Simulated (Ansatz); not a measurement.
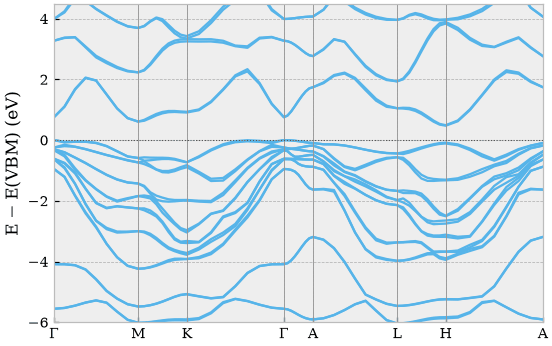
Fig. 1. Band structure from DFT-r²SCAN+D4 with spin–orbit coupling in the program Ansatz with PAW potentials

Task: Read off the gap and where the band edges lie.

Result: About 0.5 eV (0.48 eV by a search for the band edges); maximum at Γ, minimum at H.

The material is In2Se3 in space group P3m1 (No. 156; Pearson symbol hP5).

The start of the workflow was typed in or built on a structure type; neither database checked (COD, Materials Project) lists it. COD files the formula under space group No. 160, 166, 169, 170. Whether it is the stable phase at ambient conditions was not checked. Symmetry was held in the r²SCAN+D4 relaxation; its stability against distortions is not shown here.

Potentials: the earlier of the program's two PAW sets.
